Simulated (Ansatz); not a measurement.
# CF2 (SMILES F[C]F): RPA@PBE/STO-3G

Aim: the electronic atomisation energy of CF2 at RPA@PBE/STO-3G, from 3 runs. 

Program for the calculation: Ansatz 0.2.0.

40 further runs of the same task are left out: 4 that didn't finish, 36 set aside as unsound or not needed.

### 1 The molecule

CF2: 3 atoms, total charge 0, spin state singlet. SMILES: `F[C]F`. Geometry: relaxed at GFN2-xTB.

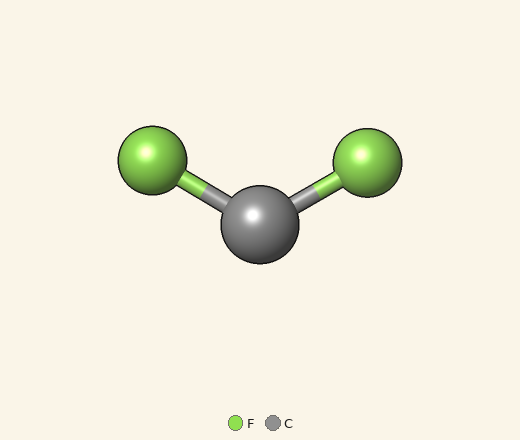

The structure, seen from a chosen angle (fluorine green, carbon grey).

### 2 The energy at RPA@PBE/STO-3G

job.yaml reads:

```yaml
crystal:
  periodic: [false, false, false]
  atoms:
    - symbol: F
      position_ang: [0.396940, 1.032800, 0.332770]
    - symbol: C
      position_ang: [0.326820, -0.272180, 0.149730]
    - symbol: F
      position_ang: [-0.723760, -0.760620, -0.482500]
basis:
  gaussian: {orbitals: STO-3G}
correlation: {method: rpa, frozen_orbitals: {C: 1, F: 1}}
accuracy: high
hamiltonian: {xc: {name: PBE}}
```

Command:

```bash
$ ansatz run job.yaml --threads 1 --pin off --max-ram 2610MiB --events-out events.jsonl --progress --plain --runs-dir runs
```

Standard output:

```text
Warning: RAYON_NUM_THREADS=1 ignored (pool sized by the plan → 1); use --threads N
Functional definition: PBE
  name "PBE"
  parameter kappa = 0.804
  parameter beta = 0.06672455060314922
  exchange = pbe_x(kappa = kappa, mu = beta*pi^2/3)
  correlation = pbe_c(beta = beta)
250 factors; integrals over basis functions are off by at most 3.4e-8 eV
mean field evaluation 1: about -6369.6178 eV, gradient 9.7e0 eV
mean field evaluation 2: about -6369.5626 eV, gradient 9.8e0 eV
mean field evaluation 4: about -6369.9214 eV, gradient 3.6e0 eV
mean field evaluation 8: about -6369.9574 eV, gradient 4.5e-3 eV
mean field evaluation 16: about -6369.9574 eV, gradient 1.1e-7 eV
mean field -6369.95743130 eV, -234.0916178879 hartree, gradient 1.9e-8 eV, S^2 0.000000; 0 other end points of the search recorded, 0 dependent functions left out
3 core orbitals not correlated: weight in the atoms' cores, before any rotation towards them, 1.000 or more for the frozen orbitals, at most 0.000 for the correlated occupied ones
reference -6349.53602637 eV, -233.3411450990 hartree; 9, 9 occupied and 3, 3 virtual orbitals, 250 factors
Total energy: -6355.76455835 eV, -233.5700394276 hartree
```

Wall time 0.91 s (1 thread of Arm Neoverse V1, shared host).

### 3 The C atom, same level

job.yaml reads:

```yaml
crystal:
  periodic: [false, false, false]
  atoms:
    - {symbol: C, position_ang: [0.000000, 0.000000, 0.000000]}
basis:
  gaussian:
    orbitals: STO-3G
correlation:
  method: rpa
  frozen_orbitals: {C: 1}
hamiltonian:
  xc: {name: PBE}
accuracy: high
magnetization:
  spin_polarized: true
  initial_magnetization: 2
```

Command:

```bash
$ ansatz run job.yaml --threads 1 --pin off --max-ram 2610MiB --events-out events.jsonl --progress --plain --runs-dir runs
```

Standard output, shortened:

```text
Warning: RAYON_NUM_THREADS=1 ignored (pool sized by the plan → 1); use --threads N
[... 6 set-up lines as earlier in the session ...]
15 factors; integrals over basis functions are off by at most 9.8e-10 eV
mean field evaluation 1: about -1014.6260 eV, gradient 1.7e-12 eV
mean field evaluation 2: about -1014.6263 eV, gradient 7.8e-12 eV
mean field evaluation 4: about -1014.6261 eV, gradient 0.0e0 eV
mean field evaluation 8: about -1014.6262 eV, gradient 9.5e-2 eV
mean field evaluation 16: about -1014.6261 eV, gradient 1.1e-11 eV
mean field -1014.62632258 eV, -37.2868296162 hartree, gradient 1.5e-23 eV, S^2 2.000000; 7 other end points of the search recorded, 0 dependent functions left out
1 core orbitals not correlated: weight in the atoms' cores, before any rotation towards them, 1.000 or more for the frozen orbitals, at most 0.000 for the correlated occupied ones
reference -1012.21982732 eV, -37.1983925466 hartree; 3, 1 occupied and 1, 3 virtual orbitals, 15 factors
Total energy: -1013.94380846 eV, -37.2617476849 hartree
```

It took 0.4 s on 1 thread of Arm Neoverse V1, shared host.

### 4 The F atom at the same level

job.yaml reads:

```yaml
crystal:
  periodic: [false, false, false]
  atoms:
    - {symbol: F, position_ang: [0.000000, 0.000000, 0.000000]}
basis:
  gaussian: {orbitals: STO-3G}
accuracy: high
correlation: {method: rpa, frozen_orbitals: {F: 1}}
magnetization: {spin_polarized: true, initial_magnetization: 1}
hamiltonian: {xc: pbe}
```

Command:

```bash
$ ansatz run job.yaml --threads 1 --pin off --max-ram 2610MiB --events-out events.jsonl --progress --plain --runs-dir runs
```

Standard output, shortened:

```text
Warning: RAYON_NUM_THREADS=1 ignored (pool sized by the plan → 1); use --threads N
[... 6 set-up lines as earlier in the session ...]
15 factors; integrals over basis functions are off by at most 1.2e-9 eV
mean field evaluation 1: about -2671.3014 eV, gradient 5.5e-12 eV
mean field evaluation 2: about -2671.3023 eV, gradient 3.7e-11 eV
mean field evaluation 4: about -2671.3022 eV, gradient 0.0e0 eV
mean field evaluation 8: about -2671.3022 eV, gradient 2.7e-2 eV
mean field evaluation 16: about -2671.3022 eV, gradient 3.2e-12 eV
mean field -2671.30230684 eV, -98.1685491027 hartree, gradient 1.4e-23 eV, S^2 0.750000; 7 other end points of the search recorded, 0 dependent functions left out
1 core orbitals not correlated: weight in the atoms' cores, before any rotation towards them, 1.000 or more for the frozen orbitals, at most 0.000 for the correlated occupied ones
reference -2666.34863534 eV, -97.9865050328 hartree; 4, 3 occupied and 0, 1 virtual orbitals, 15 factors
Total energy: -2667.19263608 eV, -98.0175214877 hartree
```

It took 0.5 s on 1 thread of Arm Neoverse V1, shared host.

### 5 Results

At RPA@PBE/STO-3G, 3 core orbitals frozen:

```
                                  quantity          value
                    molecule: total energy  -233.57004 Eh
molecule: RPA correlation energy (valence)     -228.9 mEh
                      C atom: total energy   -37.26175 Eh
  C atom: RPA correlation energy (valence)      -63.4 mEh
 C atom: ⟨S²⟩ of the reference determinant          2.000
                      F atom: total energy   -98.01752 Eh
  F atom: RPA correlation energy (valence)      -31.0 mEh
 F atom: ⟨S²⟩ of the reference determinant          0.750
             electronic atomisation energy       7.435 eV
```

In words: Taking the molecule apart into free atoms costs 7.44 eV (171 kcal/mol), before zero-point energy and without spin-orbit coupling. In a minimal basis such a difference can be off by several eV, whatever the method.
